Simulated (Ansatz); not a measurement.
**SiH₃+ (quintet): wave-function methods side by side, aug-cc-pVDZ**

How much of the correlation energy of SiH₃+ (quintet) does each wave-function method recover here?

Method: aug-cc-pVDZ, core rule «outside noble gas», up to 5 orbitals frozen; program: Ansatz 0.2.0, Gaussian basis.

To be run: UHF; CCSD(T) on ROHF; CCSD(T) on UHF; BCCD(T) on ROHF; CISD as a restricted active space (open shells left free, so some higher excitations enter); CCSDT(Q) on ROHF; CCSDT(Q) on UHF; CCSDTQ on ROHF.

7 further runs of the same task are left out: 3 for a known fault of the program, 1 that didn't finish, 3 set aside as unsound or not needed. Runs told in other sessions of the task aren't counted.

## (1) The system

The geometry is a PBE0/def2-TZVP stationary point (not a proven minimum) of the parent state, kept for this charge and spin.

4 atoms, charge 1, spin multiplicity 5.

Atoms are counted from 1 here; the program's logs count them from 0.

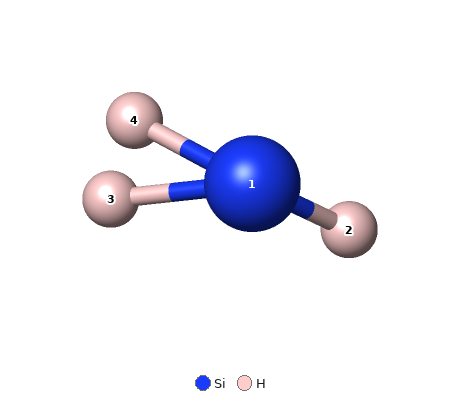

The structure; silicon blue, hydrogen pink; atoms are numbered from 1 in the order of the file.

In the tables R marks a restricted open-shell determinant and U an unrestricted one; energies count from the table's Hartree-Fock row.

## (2) UHF

Contents of in.yaml:

```yaml
crystal:
  periodic: [false, false, false]
  atoms:
    - {symbol: Si, position_ang: [0.000000, 0.067650, -0.078712]}
    - {symbol: H, position_ang: [0.000000, -1.225497, -0.823444]}
    - {symbol: H, position_ang: [0.439321, -0.329762, 1.508342]}
    - {symbol: H, position_ang: [-0.439321, -0.329762, 1.508342]}
basis:
  gaussian: {orbitals: aug-cc-pVDZ}
total_charge: 1
magnetization: {spin_polarized: true, initial_magnetization: 4}
hamiltonian: {xc: hf}
output: {orbitals: {seedname: orbitals}}
```

On the command line:

```bash
$ ansatz run in.yaml --threads 1 --pin off --events-out ev --progress --plain --max-ram 4160MiB --backend cpu
```

The log of the run:

```text
Functional definition: HF
  name "HF"
  cite "Fock, Z. Phys. 61, 126 (1930) doi:10.1007/BF01340294"
  parent pbe
  exchange = exact_x
  correlation = 0
626 factors; their error is unknown
mean field evaluation 1: about -7888.4923 eV, gradient 8.5e0 eV
mean field evaluation 2: about -7889.4226 eV, gradient 3.5e0 eV
mean field evaluation 4: about -7889.8666 eV, gradient 1.0e0 eV
mean field evaluation 8: about -7890.2097 eV, gradient 1.2e-3 eV
mean field evaluation 16: about -7889.6578 eV, gradient 1.9e0 eV
mean field evaluation 32: about -7889.9744 eV, gradient 1.1e0 eV
mean field -7890.20971833 eV, -289.9598589726 hartree, gradient 1.4e-5 eV, S^2 6.004277; 0 other end points of the search recorded, 0 dependent functions left out
reference -7890.20971833 eV, -289.9598589726 hartree; 10, 6 occupied and 44, 48 virtual orbitals, 626 factors
Total energy: -7890.20971833 eV, -289.9598589726 hartree
```

It took 0.33 s on 1 thread of AMD EPYC 7R13, shared host.

From the report: ⟨S²⟩ of the determinant 6.004 (pure quintet: 6.00).

## (3) CCSD(T) on ROHF

in.yaml, as its differences from that of step 2:

```diff
@@ -10,4 +10,4 @@
 total_charge: 1
-magnetization: {spin_polarized: true, initial_magnetization: 4}
-hamiltonian: {xc: hf}
-output: {orbitals: {seedname: orbitals}}
+magnetization: {spin_polarized: false, initial_magnetization: 4}
+correlation: {method: ccsd_t, electrons: outside_noble_gas}
+output: {forces: true}
```

Same command.

The log of the run (excerpt; [...] marks lines left out):

```text
Functional definition: HF
  name "HF"
  cite "Fock, Z. Phys. 61, 126 (1930) doi:10.1007/BF01340294"
  parent pbe
[...]
531 factors; integrals over basis functions are off by at most 7.2e-4 eV
[...]
mean field -7890.15273825 eV, -289.9577649930 hartree, gradient 1.0e-6 eV, S^2 6.000000; 3 other end points of the search recorded, 0 dependent functions left out
determinant -7890.15273825 eV, -289.9577649930 hartree, with singles and doubles -7892.31045239 eV, -290.0370595251 hartree
determinant -7888.08166057 eV, -289.8816542922 hartree, with singles and doubles -7890.30964961 eV, -289.9635313792 hartree
5 core orbitals not correlated: weight in the atoms' cores, before any rotation towards them, 1.000 or more for the frozen orbitals, at most 0.000 for the correlated occupied ones
reference -7890.15273825 eV, -289.9577649930 hartree; 5, 1 occupied and 44, 48 virtual orbitals, 531 factors
second order -1.58848774 eV of doubles, -0.03772979 eV of singles
cycle   1  -2.15192559 eV  change   -1.0e-1 eV  update   1.8e-2
[...]
cycle  14  -2.17212642 eV  change    9.0e-8 eV  update   3.1e-7
perturbative correction -0.05658059 eV, -0.0020792985 hartree
[...]
Total energy: -7892.38144526 eV, -290.0396684650 hartree
Atom 0 at     0.000000     0.067650    -0.078712 Å, force    -0.000000     4.639551    -2.712990 eV/Å
Atom 1 at     0.000000    -1.225497    -0.823444 Å, force    -0.000000    -3.589434    -2.327417 eV/Å
Atom 2 at     0.439321    -0.329762     1.508342 Å, force    -0.101806    -0.525058     2.520204 eV/Å
Atom 3 at    -0.439321    -0.329762     1.508342 Å, force     0.101806    -0.525058     2.520204 eV/Å
Dipole moment:    -0.000000    -0.275429     0.117755 e Å
```

It took 3.5 s on 1 thread of AMD EPYC 7R13, shared host.

From the report: correlation -2.2287 eV; T1 0.035; largest double amplitude 0.06.

## (4) CCSD(T) on UHF

in.yaml, as its differences from that of step 3:

```diff
@@ -10,3 +10,3 @@
 total_charge: 1
-magnetization: {spin_polarized: false, initial_magnetization: 4}
+magnetization: {spin_polarized: true, initial_magnetization: 4}
 correlation: {method: ccsd_t, electrons: outside_noble_gas}
```

The command is unchanged.

The log of the run (excerpt; [...] marks lines left out):

```text
Functional definition: HF
  name "HF"
  cite "Fock, Z. Phys. 61, 126 (1930) doi:10.1007/BF01340294"
  parent pbe
[...]
531 factors; integrals over basis functions are off by at most 7.2e-4 eV
[...]
mean field -7890.20983725 eV, -289.9598633427 hartree, gradient 2.1e-6 eV, S^2 6.004277; 4 other end points of the search recorded, 0 dependent functions left out
determinant -7890.20983725 eV, -289.9598633427 hartree, with singles and doubles -7892.31251483 eV, -290.0371353185 hartree
determinant -7888.76194771 eV, -289.9066543833 hartree, with singles and doubles -7890.79571270 eV, -289.9813938684 hartree
determinant -7888.23993315 eV, -289.8874707022 hartree, with singles and doubles -7890.32728002 eV, -289.9641792848 hartree
5 core orbitals not correlated: weight in the atoms' cores, before any rotation towards them, 1.000 or more for the frozen orbitals, at most 0.000 for the correlated occupied ones
reference -7890.20983725 eV, -289.9598633427 hartree; 5, 1 occupied and 44, 48 virtual orbitals, 531 factors
second order -1.56432346 eV of doubles, -0.00000000 eV of singles
cycle   1  -2.09629160 eV  change   -1.1e-1 eV  update   1.8e-2
[...]
cycle  14  -2.11631992 eV  change   -3.4e-8 eV  update   3.1e-7
perturbative correction -0.05550877 eV, -0.0020399096 hartree
[...]
Total energy: -7892.38166595 eV, -290.0396765751 hartree
Atom 0 at     0.000000     0.067650    -0.078712 Å, force    -0.000000     4.639997    -2.713007 eV/Å
Atom 1 at     0.000000    -1.225497    -0.823444 Å, force    -0.000000    -3.589584    -2.327028 eV/Å
Atom 2 at     0.439321    -0.329762     1.508342 Å, force    -0.102471    -0.525206     2.520018 eV/Å
Atom 3 at    -0.439321    -0.329762     1.508342 Å, force     0.102471    -0.525206     2.520018 eV/Å
Dipole moment:     0.000000    -0.275428     0.117805 e Å
```

It took 3.7 s on 1 thread of AMD EPYC 7R13, shared host.

From the report: ⟨S²⟩ of the determinant 6.004 (pure quintet: 6.00); correlation -2.1718 eV; T1 0.033; largest double amplitude 0.06.

## (5) BCCD(T) on ROHF

in.yaml, as its differences from that of step 4:

```diff
@@ -10,4 +10,3 @@
 total_charge: 1
-magnetization: {spin_polarized: true, initial_magnetization: 4}
-correlation: {method: ccsd_t, electrons: outside_noble_gas}
-output: {forces: true}
+magnetization: {spin_polarized: false, initial_magnetization: 4}
+correlation: {method: bccd_t, electrons: outside_noble_gas}
```

Same command.

The log of the run (excerpt; [...] marks lines left out):

```text
Functional definition: HF
  name "HF"
  cite "Fock, Z. Phys. 61, 126 (1930) doi:10.1007/BF01340294"
  parent pbe
[...]
531 factors; integrals over basis functions are off by at most 7.2e-4 eV
[...]
mean field -7890.15273825 eV, -289.9577649930 hartree, gradient 1.0e-6 eV, S^2 6.000000; 3 other end points of the search recorded, 0 dependent functions left out
determinant -7890.15273825 eV, -289.9577649930 hartree, with singles and doubles -7892.31045239 eV, -290.0370595251 hartree
determinant -7888.08166057 eV, -289.8816542922 hartree, with singles and doubles -7890.30964961 eV, -289.9635313792 hartree
5 core orbitals not correlated: weight in the atoms' cores, before any rotation towards them, 1.000 or more for the frozen orbitals, at most 0.000 for the correlated occupied ones
reference -7890.15273825 eV, -289.9577649930 hartree; 5, 1 occupied and 44, 48 virtual orbitals, 531 factors
second order -1.58848774 eV of doubles, -0.03772979 eV of singles
cycle   1  -2.16071483 eV  change   -1.1e-1 eV  update   1.9e-2
[...]
cycle  12  -2.16937147 eV  change    5.7e-7 eV  update   3.5e-6
perturbative correction -0.06084727 eV, -0.0022360958 hartree
Total energy: -7892.38295698 eV, -290.0397240198 hartree
```

Wall time 2.2 s (1 thread of AMD EPYC 7R13, shared host).

From the report: correlation -2.2302 eV; largest double amplitude 0.07.

## (6) CISD as a restricted active space (open shells left free, so some higher excitations enter)

in.yaml, as its differences from that of step 5:

```diff
@@ -11,2 +11,2 @@
 magnetization: {spin_polarized: false, initial_magnetization: 4}
-correlation: {method: bccd_t, electrons: outside_noble_gas}
+correlation: {active_space: {ras: {orbitals: [1, 4, 44], electrons: 6, max_holes: 2, max_particles: 2}, fixed_orbitals: true}}
```

The command is unchanged.

The log of the run:

```text
Functional definition: HF
  name "HF"
  cite "Fock, Z. Phys. 61, 126 (1930) doi:10.1007/BF01340294"
  parent pbe
  exchange = exact_x
  correlation = 0
531 factors; integrals over basis functions are off by at most 7.2e-4 eV
mean field evaluation 1: about -7888.5922 eV, gradient 8.7e0 eV
mean field evaluation 2: about -7888.5934 eV, gradient 8.7e0 eV
mean field evaluation 4: about -7890.0169 eV, gradient 2.2e0 eV
mean field evaluation 8: about -7890.1523 eV, gradient 1.3e-1 eV
mean field evaluation 16: about -7889.3312 eV, gradient 4.3e0 eV
mean field -7890.15273825 eV, -289.9577649930 hartree, gradient 1.0e-6 eV, S^2 6.000000; 2 other end points of the search recorded, 0 dependent functions left out
reference -7890.15273825 eV, -289.9577649930 hartree; 10, 6 occupied and 44, 48 virtual orbitals, 531 factors
state -7892.32321351 eV, -290.0375284876 hartree
Total energy: -7892.32321351 eV, -290.0375284876 hartree
```

Wall time 2.1 s (1 thread of AMD EPYC 7R13, shared host).

From the report: 29,350 determinants.

## (7) CCSDT(Q) on ROHF

in.yaml, as its differences from that of step 6:

```diff
@@ -11,2 +11,2 @@
 magnetization: {spin_polarized: false, initial_magnetization: 4}
-correlation: {active_space: {ras: {orbitals: [1, 4, 44], electrons: 6, max_holes: 2, max_particles: 2}, fixed_orbitals: true}}
+correlation: {method: ccsdt_q, electrons: outside_noble_gas}
```

The command is unchanged.

The log of the run (excerpt; [...] marks lines left out):

```text
Functional definition: HF
  name "HF"
  cite "Fock, Z. Phys. 61, 126 (1930) doi:10.1007/BF01340294"
  parent pbe
[...]
925 factors; integrals over basis functions are off by at most 1.6e-7 eV
[...]
mean field -7890.15275482 eV, -289.9577656021 hartree, gradient 1.0e-6 eV, S^2 6.000000; 3 other end points of the search recorded, 0 dependent functions left out
determinant -7890.15275482 eV, -289.9577656021 hartree, with singles and doubles -7892.31046702 eV, -290.0370600627 hartree
determinant -7888.08168277 eV, -289.8816551081 hartree, with singles and doubles -7890.30966896 eV, -289.9635320902 hartree
5 core orbitals not correlated: weight in the atoms' cores, before any rotation towards them, 1.000 or more for the frozen orbitals, at most 0.000 for the correlated occupied ones
reference -7890.15275482 eV, -289.9577656021 hartree; 5, 1 occupied and 44, 48 virtual orbitals, 925 factors
second order -1.58848627 eV of doubles, -0.03772967 eV of singles
cycle   1  -1.97072479 eV  change   -3.4e-1 eV  update   5.6e-2
[...]
cycle  18  -2.25330193 eV  change   -1.4e-7 eV  update   3.4e-7
perturbative correction -0.00198346 eV, -0.0000728908 hartree
Total energy: -7892.40804021 eV, -290.0406458114 hartree
```

Wall time 16 s (1 thread of AMD EPYC 7R13, shared host); peak memory 0.31 GiB.

From the report: correlation -2.2553 eV; T1 0.040; largest double amplitude 0.08.

## (8) CCSDT(Q) on UHF

in.yaml, as its differences from that of step 7:

```diff
@@ -10,3 +10,3 @@
 total_charge: 1
-magnetization: {spin_polarized: false, initial_magnetization: 4}
+magnetization: {spin_polarized: true, initial_magnetization: 4}
 correlation: {method: ccsdt_q, electrons: outside_noble_gas}
```

The command is unchanged.

The log of the run (excerpt; [...] marks lines left out):

```text
Functional definition: HF
  name "HF"
  cite "Fock, Z. Phys. 61, 126 (1930) doi:10.1007/BF01340294"
  parent pbe
[...]
925 factors; integrals over basis functions are off by at most 1.6e-7 eV
[...]
mean field -7890.20985368 eV, -289.9598639463 hartree, gradient 2.1e-6 eV, S^2 6.004277; 4 other end points of the search recorded, 0 dependent functions left out
determinant -7890.20985368 eV, -289.9598639463 hartree, with singles and doubles -7892.31252948 eV, -290.0371358569 hartree
determinant -7888.76196586 eV, -289.9066550505 hartree, with singles and doubles -7890.79573343 eV, -289.9813946302 hartree
determinant -7888.23995497 eV, -289.8874715042 hartree, with singles and doubles -7890.32729934 eV, -289.9641799948 hartree
5 core orbitals not correlated: weight in the atoms' cores, before any rotation towards them, 1.000 or more for the frozen orbitals, at most 0.000 for the correlated occupied ones
reference -7890.20985368 eV, -289.9598639463 hartree; 5, 1 occupied and 44, 48 virtual orbitals, 925 factors
second order -1.56432211 eV of doubles, -0.00000000 eV of singles
cycle   1  -1.91025330 eV  change   -3.5e-1 eV  update   5.6e-2
[...]
cycle  18  -2.19655253 eV  change   -8.1e-8 eV  update   3.4e-7
perturbative correction -0.00211114 eV, -0.0000775830 hartree
Total energy: -7892.40851735 eV, -290.0406633459 hartree
```

Wall time 14 s (1 thread of AMD EPYC 7R13, shared host); peak memory 0.3 GiB.

From the report: ⟨S²⟩ of the determinant 6.004 (pure quintet: 6.00); correlation -2.1987 eV; T1 0.038; largest double amplitude 0.08.

## (9) CCSDTQ on ROHF

in.yaml, as its differences from that of step 8:

```diff
@@ -10,3 +10,3 @@
 total_charge: 1
-magnetization: {spin_polarized: true, initial_magnetization: 4}
-correlation: {method: ccsdt_q, electrons: outside_noble_gas}
+magnetization: {spin_polarized: false, initial_magnetization: 4}
+correlation: {method: ccsdtq, electrons: outside_noble_gas}
```

On the command line:

```bash
$ ansatz run in.yaml --threads 2 --pin off --events-out ev --progress --plain --max-ram 49920MiB --backend cuda --devices 0, --max-vram 37GiB
```

The log of the run (excerpt; [...] marks lines left out):

```text
Functional definition: HF
  name "HF"
  cite "Fock, Z. Phys. 61, 126 (1930) doi:10.1007/BF01340294"
  parent pbe
[...]
925 factors; integrals over basis functions are off by at most 1.6e-7 eV
[...]
mean field -7890.15275482 eV, -289.9577656021 hartree, gradient 1.0e-6 eV, S^2 6.000000; 3 other end points of the search recorded, 0 dependent functions left out
determinant -7890.15275482 eV, -289.9577656021 hartree, with singles and doubles -7892.31046583 eV, -290.0370600189 hartree
determinant -7888.08168277 eV, -289.8816551081 hartree, with singles and doubles -7890.30966776 eV, -289.9635320462 hartree
5 core orbitals not correlated: weight in the atoms' cores, before any rotation towards them, 1.000 or more for the frozen orbitals, at most 0.000 for the correlated occupied ones
reference -7890.15275482 eV, -289.9577656021 hartree; 5, 1 occupied and 44, 48 virtual orbitals, 925 factors
second order -1.58848627 eV of doubles, -0.03772967 eV of singles
cycle   1  -1.97072559 eV  change   -3.4e-1 eV  update   5.6e-2
[...]
cycle  19  -2.25579084 eV  change   -1.6e-7 eV  update   3.6e-7
Total energy: -7892.40854566 eV, -290.0406643865 hartree
```

Wall time 22 s (1 × H100 (card shared with other runs) with 2 threads of AMD EPYC 7R13, shared host); peak host memory 0.86 GiB.

From the report: correlation -2.2558 eV; T1 0.040; largest double amplitude 0.08.

## (10) All levels against the top one

The yardstick is RCCSDTQ, where the cluster series has nearly closed. Rows without a time are mean-field rows or come out of runs for another level: lower rungs of the coupled-cluster runs, or the Hartree-Fock search. The times of RCCSD(T), UCCSD(T) include forces.

Differences are taken before rounding.

| method | energy from the lowest ROHF (kJ/mol) | from RCCSDTQ (kJ/mol) | time |
| --- | --- | --- | --- |
| ROHF | 0.0 | +217.7 |  |
| UHF | -5.5 | +212.1 |  |
| RMP2 | -156.9 | +60.7 |  |
| UMP2 | -156.4 | +61.2 |  |
| CISD | -209.4 | +8.2 | 2.1 s |
| RCCSD | -209.6 | +8.1 |  |
| UCCSD | -209.7 | +7.9 |  |
| RCCSD(T) | -215.0 | +2.6 | 3.5 s |
| UCCSD(T) | -215.1 | +2.6 | 3.7 s |
| BCCD(T) | -215.2 | +2.5 | 2.2 s |
| RCCSDT | -217.4 | +0.2 |  |
| UCCSDT | -217.4 | +0.2 |  |
| RCCSDT(Q) | -217.6 | 0.0 | 16 s |
| UCCSDT(Q) | -217.6 | 0.0 | 14 s |
| RCCSDTQ | -217.7 | 0 | 22 s (GPU) |

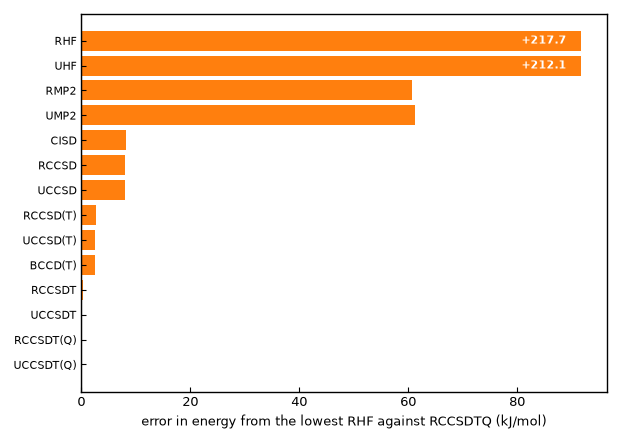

How far each level lands from RCCSDTQ. Bars with a number in them are cut short.

Some runs used a GPU and others CPU threads alone; cost is compared among the CPU runs only.

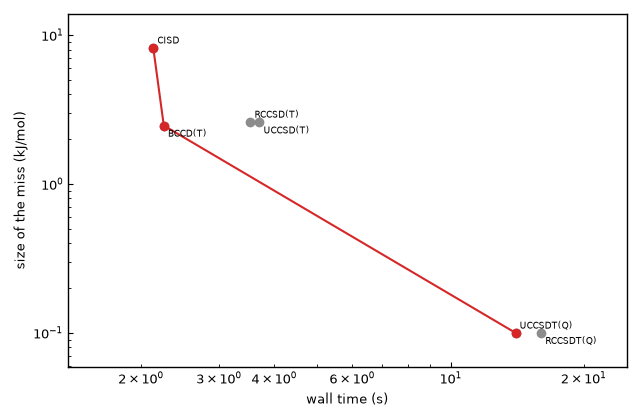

Accuracy for the time spent; red marks the levels that beat every quicker one drawn. Misses under 0.1 kJ/mol are drawn at that value. Times are from a shared host.

## (11) What came out

```
                         quantity                                                              value
      RCCSDTQ from the ROHF energy                                                         -2.2558 eV
                RMP2 from RCCSDTQ                                                       +60.7 kJ/mol
                UMP2 from RCCSDTQ                                                       +61.2 kJ/mol
               RCCSD from RCCSDTQ                                                        +8.1 kJ/mol
            RCCSD(T) from RCCSDTQ                                                        +2.6 kJ/mol
            UCCSD(T) from RCCSDTQ                                                        +2.6 kJ/mol
           RCCSDT(Q) from RCCSDTQ                                                         0.0 kJ/mol
           UCCSDT(Q) from RCCSDTQ                                                         0.0 kJ/mol
levels within 1 kcal/mol (43 meV)  RCCSD(T), UCCSD(T), BCCD(T), RCCSDT, UCCSDT, RCCSDT(Q), UCCSDT(Q)
                    T1 diagnostic                                                              0.035
```

**Reading.** RCCSD(T) lands +2.6 kJ/mol from the yardstick (1.2 % of the correlation energy). These misses are within one basis, not against nature; the frozen cores of restricted and unrestricted runs differ, which can shift their rows.

With open shells the CI space here admits some higher excitations, so it is larger than plain CISD.

UCCSDT(Q) reaches 0.0 kJ/mol from the reference in 14 s; the quickest level in the cost chart, CISD, takes 2.1 s and misses by 8.2 kJ/mol.
